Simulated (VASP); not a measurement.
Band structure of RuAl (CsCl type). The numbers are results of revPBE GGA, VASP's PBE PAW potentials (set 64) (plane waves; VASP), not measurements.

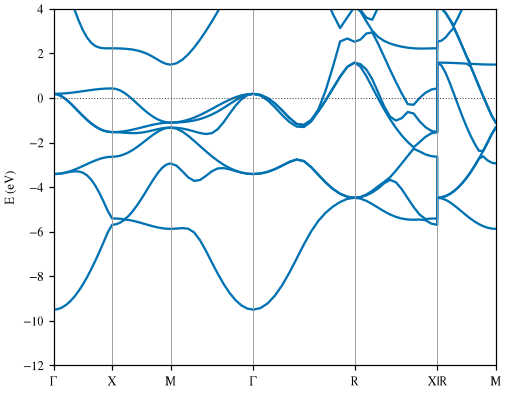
*Bands along high-symmetry lines, zero at the valence-band maximum or, without a gap, the Fermi level*

Q: Read the plot: is there a gap, and where are the band edges?

A: It has no gap at this level: it comes out as a metal or semimetal. (Edges off the drawn lines would not show.)

The compound is RuAl in the CsCl type structure. It was relaxed first. The electron count is odd and the run is not spin-polarised, which forces a metal.
